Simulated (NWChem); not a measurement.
# CaI (SMILES [Ca][I]) at U-r2SCAN50/def2-SVPD (core potential)

Aim: the vertical electron affinity of CaI at U-r2SCAN50/def2-SVPD (core potential), from 2 runs. 

Program for the calculation: NWChem 7.3.0.

5 further runs of the same task are left out: 1 that didn't finish, 4 set aside as unsound or not needed.

## 1. The structure to begin with

The species is CaI (2 atoms), meant as a doublet with charge 0. SMILES: `[Ca][I]`. Geometry: a GFN2-xTB relaxation, a rough one for these elements and not checked as a minimum.

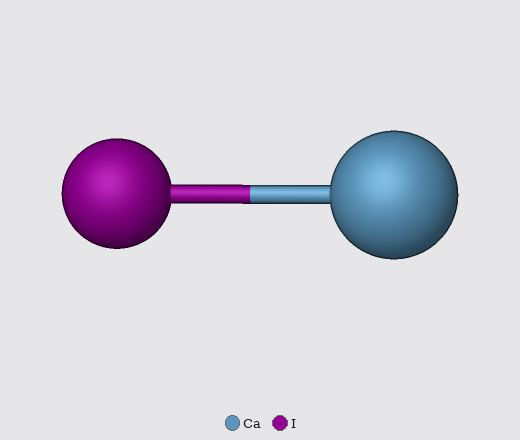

The structure, seen from a chosen angle (calcium blue, iodine purple).

## 2. The charge distribution at U-r2SCAN50/def2-SVPD (core potential)

Contents of geom.nw:

```
start geom
memory stack 880 mb heap 220 mb global 1100 mb
charge 0

geometry units angstrom noautoz
  Ca       0.000000       0.000000       0.000000
  I        0.000000       0.000000       2.927200
end

basis spherical bse
  Ca library def2-SVPD
  I library def2-SVPD
end

ecp bse
  I library def2-SVPD
end

dft
  xc hyb_mgga_xc_r2scan50
  mult 2
  grid medium
  maxiter 200
  mulliken
  print medium
end

property
  quadrupole
  efieldgrad
  octupole
  dipole
  moldenfile
  molden_norm janpa
end

task dft property
```

On the command line:

```
nwchem geom.nw > geom.out
```

The program printed:

```text
[...]
 Group name             C4v
[...]
          Wavefunction type:  spin polarized.
          No. of atoms     :     2
          No. of electrons :    45
[...]
          Charge           :     0
          Spin multiplicity:     2
[...]
          AO basis - number of functions:    62
[...]
              XC Information
              --------------
          Using LibXC version      7.1.2
                     Hartree-Fock (Exact) Exchange  0.500
                              hyb_mgga_xc_r2scan50  1.000
[...]
 d= 0,ls=0.0,diis     1   -975.2643594767 -1.07D+03  1.02D-02  2.13D-02     0.9
[...]
 d= 0,ls=0.0,diis    11   -975.2940447179 -4.23D-09  2.04D-06  1.74D-10     6.2
[...]
         Total DFT energy =     -975.294044717901
      One electron energy =    -1626.330972514936
           Coulomb energy =      619.045328625901
    Exchange-Corr. energy =      -58.398064842206
 Nuclear repulsion energy =       90.389664013340
[...]
      Total Density - Mulliken Population Analysis
     ---------------------------------------------
    Atom       Charge   Shell Charges
 -----------   ------   -------------------------------------------------------
    1 Ca  20    19.42   2.00  2.00  2.00  0.87  0.07  6.00  6.00  0.25  0.03  0.10  0.10
    2 I   25    25.58   0.22  1.83  1.27  0.64  0.02  3.13  2.93  2.61  2.83  0.08  9.80  0.21  0.01
[...]
      <S2> =      0.7505 (Exact =     0.7500)
[...]
   Dipole moment        5.1606058675 Debye(s)
             DMX       -0.0000000000 DMXEFC        0.0000000000
             DMY        0.0000000000 DMYEFC        0.0000000000
             DMZ       -5.1606058675 DMZEFC        0.0000000000
   -EFC- dipole         0.0000000000 DEBYE(S)
   Total dipole         5.1606058675 DEBYE(S)
[...]
```

Run time: 6.9 s. Hardware: 1 thread of Intel Xeon 6975P-C (Granite Rapids), shared host; peak memory 0.11 GiB.

Atomic charges (e):

| atom | Mulliken | Löwdin |
| --- | --- | --- |
| Ca1 | +0.580 | +0.440 |
| I2 | -0.580 | -0.440 |

## 3. The singlet anion

Contents of mymol.nw:

```
START mymol
memory 2200 mb
charge -1

GEOMETRY noautosym nocenter noautoz
  Ca    0.000000    0.000000    0.000000
  I     0.000000    0.000000    2.927200
END

BASIS spherical bse
  * library def2-SVPD
END

ECP bse
  I library def2-SVPD
END

DFT
  xc hyb_mgga_xc_r2scan50
  grid medium
  maxiter 150
  mulliken
END

PROPERTY
  quadrupole
  efieldgrad
  octupole
  dipole
  moldenfile
  molden_norm janpa
END

TASK dft property
```

On the command line:

```
nwchem mymol.nw > mymol.out
```

The program printed:

```text
[...]
          Wavefunction type:  closed shell.
          No. of atoms     :     2
          No. of electrons :    46
[...]
          Charge           :    -1
          Spin multiplicity:     1
[...]
          AO basis - number of functions:    62
[...]
              XC Information
              --------------
          Using LibXC version      7.1.2
                     Hartree-Fock (Exact) Exchange  0.500
                              hyb_mgga_xc_r2scan50  1.000
[...]
 d= 0,ls=0.0,diis     1   -975.2509356193 -1.07D+03  3.78D-02  6.65D-01     1.3
[...]
 d= 0,ls=0.0,diis     8   -975.3396724030 -2.26D-08  4.81D-06  2.38D-08     7.0
         Total DFT energy =     -975.339672403018
      One electron energy =    -1633.355835463053
           Coulomb energy =      626.143311427932
    Exchange-Corr. energy =      -58.516812381237
 Nuclear repulsion energy =       90.389664013340
[...]
      Total Density - Mulliken Population Analysis
     ---------------------------------------------
    Atom       Charge   Shell Charges
 -----------   ------   -------------------------------------------------------
    1 Ca  20    20.33   2.00  2.00  2.00  0.94  0.91  6.00  6.00  0.21  0.10  0.09  0.10
    2 I   25    25.67   0.22  1.83  1.26  0.64  0.02  3.13  2.93  2.62  2.89  0.12  9.80  0.21  0.01
[...]
   Dipole moment        4.5322320718 Debye(s)
             DMX        0.0000000093 DMXEFC        0.0000000000
             DMY        0.0000000136 DMYEFC        0.0000000000
             DMZ        4.5322320718 DMZEFC        0.0000000000
   -EFC- dipole         0.0000000000 DEBYE(S)
   Total dipole         4.5322320718 DEBYE(S)
[...]
```

It took 7.8 s on 1 thread of Intel Xeon 6975P-C (Granite Rapids), shared host; peak memory 0.12 GiB.

Atomic charges (e):

| atom | Mulliken | Löwdin |
| --- | --- | --- |
| Ca1 | -0.330 | -0.390 |
| I2 | -0.670 | -0.610 |

## 4. Summary of results

Level: U-r2SCAN50/def2-SVPD (core potential).

| quantity | value |
| --- | --- |
| doublet CaI: total energy | -975.29404 Eh |
| doublet CaI: dipole moment | 5.16 D |
| doublet CaI: HOMO energy (highest over α and β) | -5.36 eV |
| doublet CaI: LUMO energy (lowest over α and β) | -2.32 eV |
| doublet CaI: ⟨S²⟩ | 0.750 |
| singlet anion: total energy | -975.33967 Eh |
| singlet anion: HOMO energy | -0.54 eV |
| singlet anion: LUMO energy | 2.75 eV |
| singlet anion: HOMO–LUMO gap (to an unbound level, set by the basis) | 3.29 eV |
| vertical electron affinity (to the singlet anion) | 1.242 eV |

What this shows: At fixed nuclei the extra electron is bound by 1.24 eV (120 kJ/mol).
